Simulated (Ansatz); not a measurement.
The relaxed structure here is a generated cell of CdS: the first start was made by placing the elements on the sites of a structure type, and the end was not matched to a known phase here, so it may be hypothetical. Known forms of CdS include space group No. 186, 216.

One stationary structure of CdS. Computed with r2SCAN (plane waves to 500 eV, PAW, scalar-relativistic; Ansatz, a program for electronic structure).

P6₃/mmc (No. 194), hP4; a = 4.4097 Å, b = 4.4097 Å, c = 5.7488 Å, α = 90.00°, β = 90.00°, γ = 120.00°.

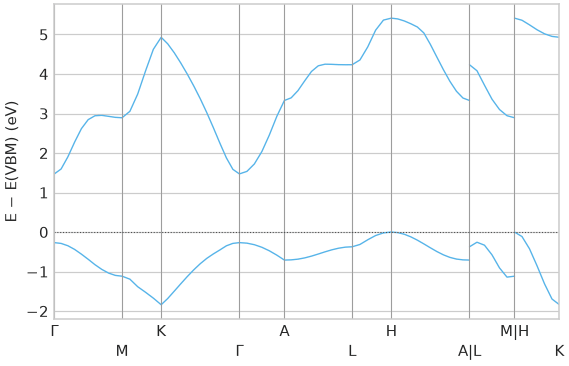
Highest filled and lowest empty band along the path of this cell's Brillouin zone

Read off the gap and say whether it is direct.

1.47 eV, indirect (valence top at H, conduction bottom at Γ) (no spin-orbit coupling).

How far does the top valence band disperse along this path?

About 1.8 eV.

No spin polarisation in the result.

The run could not lose the symmetry of its start, so the end can be a saddle point.

All atoms sit on sites fixed by symmetry, so only the cell could relax.
